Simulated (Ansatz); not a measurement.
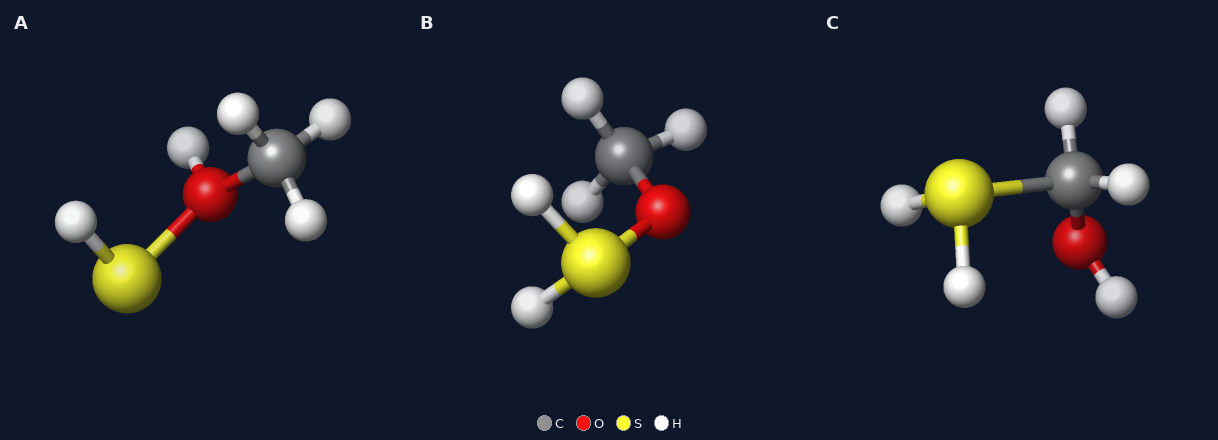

3 stationary structures of one formula. The species has charge +1 and is a spin singlet. Geometries: PBE0-D4/def2-TZVP. Electronic energies: PBE0-D4/def2-TZVP (Ansatz 0.2.0), without zero-point energy. No frequency run is at hand to confirm each as a minimum. Each is one conformer, not always the lowest.

### Which is lowest in energy, and by how much?

C is lowest (C1); B lies 22.5 kcal/mol above it (Cs), A lies 29.1 kcal/mol above it (C1).
